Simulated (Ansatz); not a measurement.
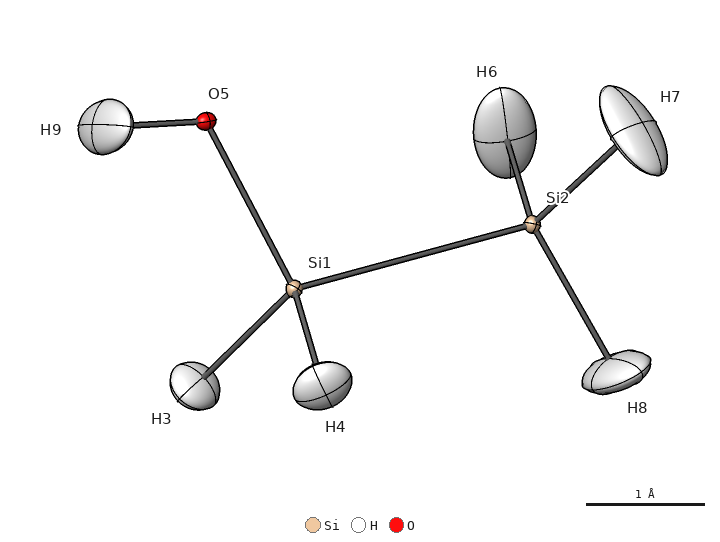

Displacement ellipsoids at the 50 % level, from the internal vibrations of the free molecule (harmonic, no overall translation or rotation; no half-axis is drawn under 0.075 Å). Vibrations computed with RKS PBE0-D4/def2-TZVP (Ansatz 0.2.0). Temperature: 100 K.

Give the displacement parameters, one line for each set of equivalent atoms.

| atom | U_eq (Å²) | rms amplitudes (Å) |
| --- | --- | --- |
| Si1 | 0.00080 | 0.022, 0.026, 0.035 |
| Si2 | 0.00055 | 0.012, 0.018, 0.034 |
| H3, H4 | 0.0196 | 0.090, 0.149, 0.168 |
| O5 | 0.0021 | 0.028, 0.043, 0.062 |
| H6, H7 | 0.0410 | 0.086, 0.174, 0.292 |
| H8 | 0.0431 | 0.089, 0.175, 0.301 |
| H9 | 0.0397 | 0.084, 0.154, 0.297 |
